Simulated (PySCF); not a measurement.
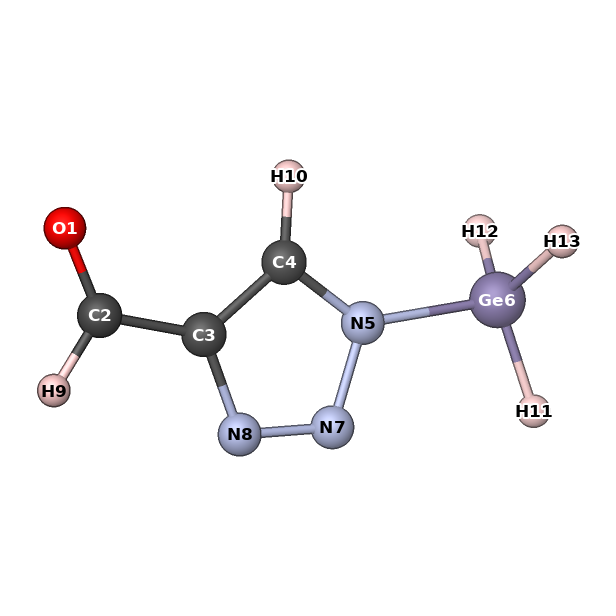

The geometry was computed by an optimisation with GFN2-xTB. No frequency run is at hand to confirm it as a minimum. Method: B3LYP/pcJ-1 (pcSseg-1 on Ge) indirect spin-spin coupling, non-relativistic, gas phase (PySCF 2.14.0). Isotopes: 13C, 1H, 15N, 17O.

Give the spin–spin coupling constants of these pairs, with the number of bonds between them: C3/N8, C4/N5, N5/N7, N7/N8, C2/N8, C3/N5, C4/N8, N5/H11, N5/H12, N5/H13, C2/N5, N7/H10, N7/H12, N8/H10.

```
   pair  bonds apart  J (Hz)
 C3, N8            1     6.8
 C4, N5            1   −11.1
 N5, N7            1   −18.4
 N7, N8            1   −18.0
 C2, N8            2   −11.3
 C3, N5            2    −8.8
 C4, N8            2     0.6
N5, H11            2    −2.9
N5, H12            2    −5.1
N5, H13            2    −5.3
 C2, N5            3    −1.0
N7, H10            3    −1.0
N7, H12            3    −1.8
N8, H10            3    −1.4
```

The geometry is semi-empirical. Around Ge such bond lengths and angles can be off by a tenth of an ångström or more and by several degrees, and values that hang on the shape move with them.
